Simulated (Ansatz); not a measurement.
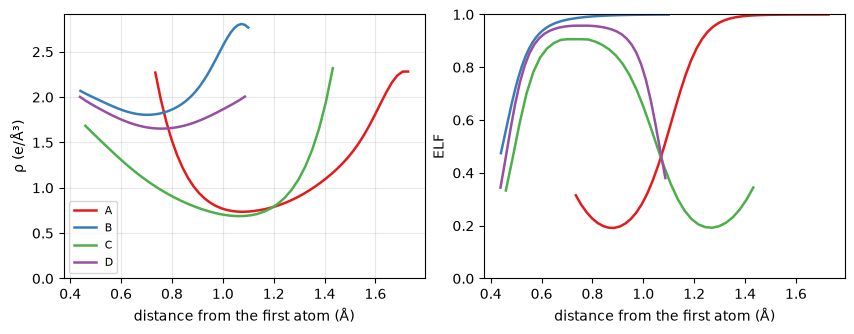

Figure. C6H16Sn. Electron density and ELF along straight lines between neighbouring atoms. The curves leave out the atomic cores.

Geometry: r2SCAN-D4/def2-SVP; core potentials replace the inner electrons of Sn.

All numbers below come from RKS PBE0-D4/def2-TZVP in Ansatz.

```json
{"atom": "Sn", "x (Å)": "1.1036", "y (Å)": "1.4311", "z (Å)": "0.4162"}
{"atom": "H", "x (Å)": "1.2858", "y (Å)": "1.4085", "z (Å)": "2.1348"}
{"atom": "C", "x (Å)": "3.0438", "y (Å)": "1.6368", "z (Å)": "-0.5153"}
{"atom": "H", "x (Å)": "3.5197", "y (Å)": "2.5789", "z (Å)": "-0.2053"}
{"atom": "H", "x (Å)": "2.9370", "y (Å)": "1.6405", "z (Å)": "-1.6105"}
{"atom": "H", "x (Å)": "3.6992", "y (Å)": "0.8012", "z (Å)": "-0.2283"}
{"atom": "C", "x (Å)": "-0.1478", "y (Å)": "3.1033", "z (Å)": "-0.1460"}
{"atom": "H", "x (Å)": "-1.1447", "y (Å)": "3.0114", "z (Å)": "0.3100"}
{"atom": "H", "x (Å)": "-0.2625", "y (Å)": "3.1343", "z (Å)": "-1.2401"}
{"atom": "H", "x (Å)": "0.3032", "y (Å)": "4.0499", "z (Å)": "0.1871"}
{"atom": "C", "x (Å)": "0.1501", "y (Å)": "-0.4135", "z (Å)": "-0.2232"}
{"atom": "C", "x (Å)": "-1.1968", "y (Å)": "-0.6674", "z (Å)": "0.4557"}
{"atom": "C", "x (Å)": "-1.9423", "y (Å)": "-1.9066", "z (Å)": "-0.0570"}
{"atom": "C", "x (Å)": "-1.2085", "y (Å)": "-3.2225", "z (Å)": "0.1794"}
{"atom": "H", "x (Å)": "0.0275", "y (Å)": "-0.3530", "z (Å)": "-1.3204"}
{"atom": "H", "x (Å)": "0.8593", "y (Å)": "-1.2367", "z (Å)": "-0.0316"}
{"atom": "H", "x (Å)": "-1.0498", "y (Å)": "-0.7657", "z (Å)": "1.5486"}
{"atom": "H", "x (Å)": "-1.8536", "y (Å)": "0.2121", "z (Å)": "0.3221"}
{"atom": "H", "x (Å)": "-2.9329", "y (Å)": "-1.9486", "z (Å)": "0.4310"}
{"atom": "H", "x (Å)": "-2.1425", "y (Å)": "-1.7828", "z (Å)": "-1.1380"}
{"atom": "H", "x (Å)": "-1.8102", "y (Å)": "-4.0824", "z (Å)": "-0.1543"}
{"atom": "H", "x (Å)": "-0.2518", "y (Å)": "-3.2617", "z (Å)": "-0.3655"}
{"atom": "H", "x (Å)": "-0.9860", "y (Å)": "-3.3671", "z (Å)": "1.2504"}
```

Q: Which curve belongs to which contact (C–C, C–H, C–Sn and Sn–H)? The first atom named is at distance zero.

A: Curve A: Sn–H (1.73 Å): ρ is about 1.1 e/Å³ halfway; the ELF climbs to about 1 towards the hydrogen. Curve B: C–H (1.10 Å): ρ at the midpoint is about 1.9 e/Å³; the ELF climbs to about 1 towards the hydrogen (an ordinary covalent bond to hydrogen). Curve C: C–Sn (2.16 Å): ρ is about 0.69 e/Å³ halfway; the ELF peaks at about 0.90 in the valence shell of C, 0.7 Å from its nucleus, and drops to about 0.20 between the two atoms. Curve D: C–C (1.53 Å): ρ at the midpoint is about 1.7 e/Å³; the ELF peaks at about 0.95 between the atoms, as expected for localised, covalent bonding.
